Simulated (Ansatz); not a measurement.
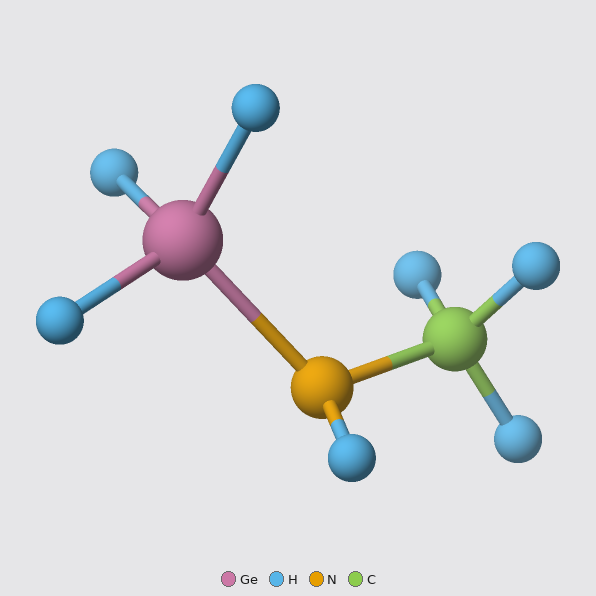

The picture shows a molecular structure as a ball-and-stick model.

Computed geometry: PBE0-D4/def2-TZVP optimisation.

What is the molecular formula?

CH7GeN, 10 atoms: 1 carbon, 7 hydrogen, 1 germanium and 1 nitrogen.

How many bonds of each kind are drawn?

3 Ge–H, 3 C–H, 1 N–H, 1 C–N, 1 Ge–N. Sticks follow a distance rule.

More results for the same structure follow; atom numbers are the same in all pictures, views and colours differ.

## Symmetry

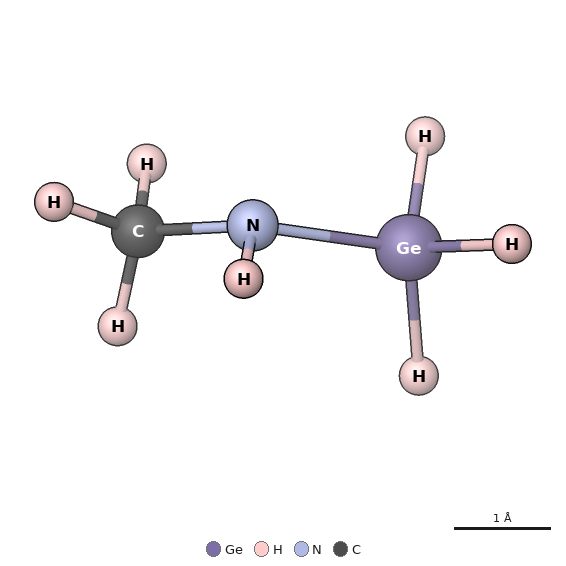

Distant atoms are faded towards the background colour. Masses are those of the most abundant isotopes; constants are for the rigid equilibrium geometry.

What kind of rotor is it, and what are its rotational constants in cm⁻¹?

An asymmetric top (C1): A = 0.894, B = 0.127, C = 0.119 cm⁻¹. Ray's parameter κ is −0.98, close to the prolate limit.

## Electronic properties

Properties computed with RKS PBE-D4/def2-TZVPP (Ansatz 0.2.0).

Give the dispersion correction at this level.

−15.4 kJ/mol.

## Dipole moment

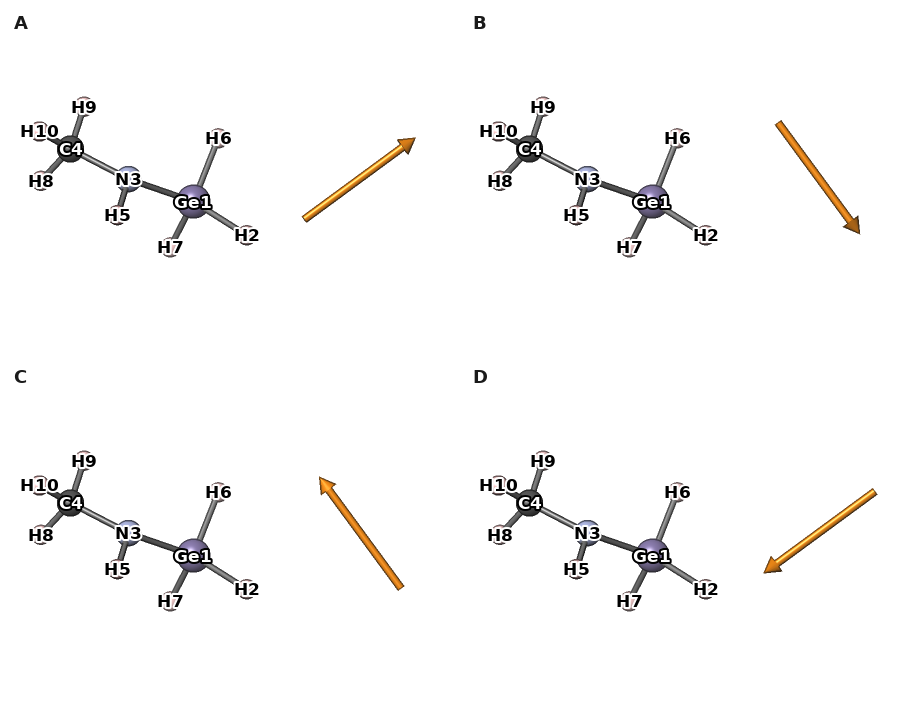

The same molecule four times, each with an arrow. Properties computed with RKS PBE0-D4/def2-TZVP (Ansatz 0.2.0).

Which arrow points along the dipole moment, from the negative to the positive end?

D. The dipole moment is 0.89 D; it points from the side of H6 to the side of H8 (the outermost atoms at the two ends).

## Vibrations

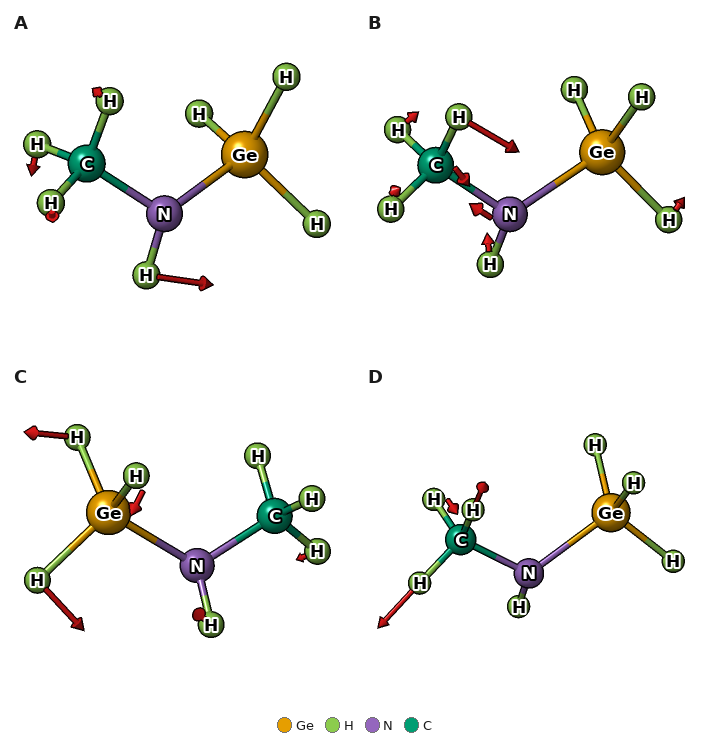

4 normal modes of one molecule or complex, as arrows. Harmonic vibrations computed with RKS PBE0-D4/def2-TZVP (Ansatz 0.2.0) at a stationary point of the same level.

Match the panels to the wavenumbers 586 cm⁻¹, 1133 cm⁻¹, 1395 cm⁻¹, 3064 cm⁻¹.

A: 1395 cm⁻¹, angle bending
B: 1133 cm⁻¹
C: 586 cm⁻¹, H–Ge–N bending
D: 3064 cm⁻¹, out-of-phase stretching of 3 C–H bonds
